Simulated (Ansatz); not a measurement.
## Electronic structure of H₆Si₂···H₂O in real space

```xyz
11

Si   -0.1702    0.3845   -0.2177
H    -0.3501    0.6393    1.2309
H     1.2738    0.3248   -0.5438
H    -0.7544    1.5376   -0.9543
Si   -1.2716   -1.6117   -0.8696
H    -1.9982   -2.2217    0.2721
H    -2.2712   -1.3287   -1.9337
H    -0.3124   -2.6047   -1.4142
O     0.9405   -2.1357    1.3705
H     1.4347   -2.8697    1.0366
H     0.5121   -2.4488    2.1536
```

These are results of RHF/def2-SVP in Ansatz, not measurements.

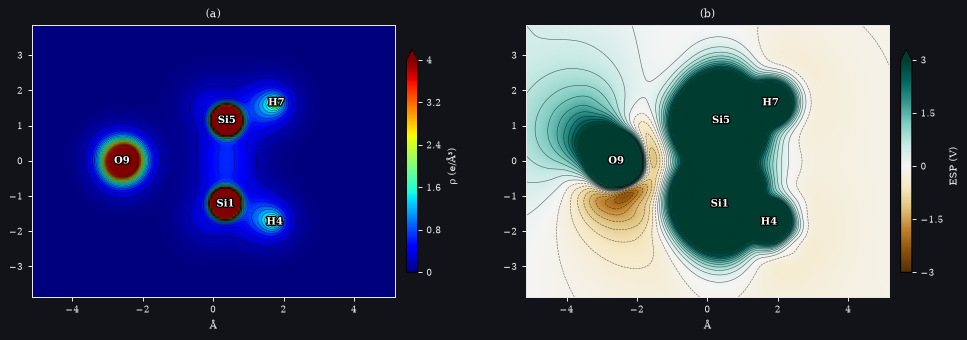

Figure 1. (a) electron density; (b) molecular electrostatic potential on the plane of atoms Si1, Si5 and H7.

### What does the map show?

Atoms in the plane: Si, H and O.
Si1···O9 (3.18 Å): the density falls to about 0.05 e/Å³ on the way: a weak contact between the two molecules.
Si–Si (2.37 Å): ρ is about 0.66 e/Å³ halfway.
Si–H (1.49 Å): ρ is about 0.76 e/Å³ halfway.
Outside the dense part of the complex the potential is most negative (−2.2 V) near O9.

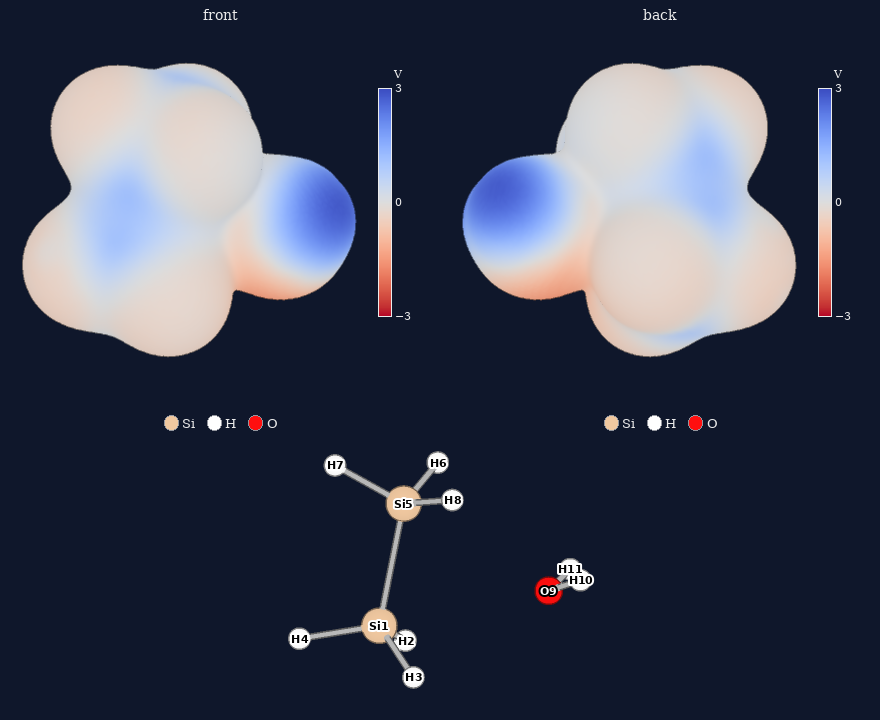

Figure 2. The molecular electrostatic potential painted on the density surface at 0.002 e/bohr³, seen from the front and from behind; red is negative and blue positive. The bare structure is drawn below in the same view.

### Where is the surface potential most negative and most positive?

The most negative region (about −1.4 V) lies over O9, the most positive (about +2.7 V) over H10 and H11. O9 is the likeliest acceptor of a hydrogen bond.

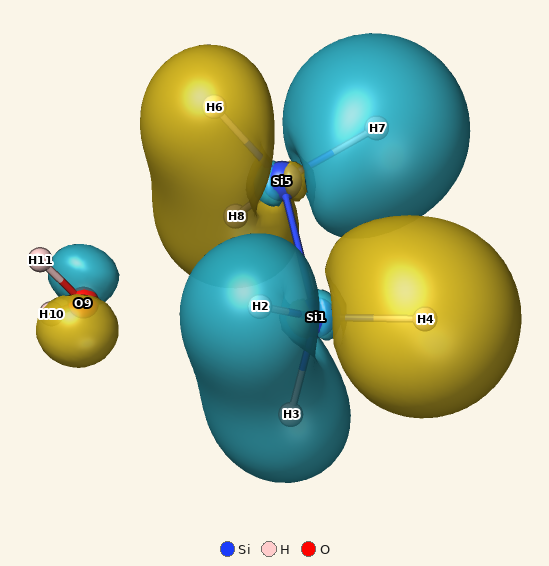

Figure 3. The HOMO−1 at ±0.06 Å⁻³ᐟ² (yellow and cyan are the two phases), seen at an oblique angle.

### Where does this orbital lie, and at what energy?

It lies mainly on Si1 (about 20 %), H4 (about 20 %), Si5 (about 20 %) and H7 (about 15 %). Its energy is −12.36 eV.
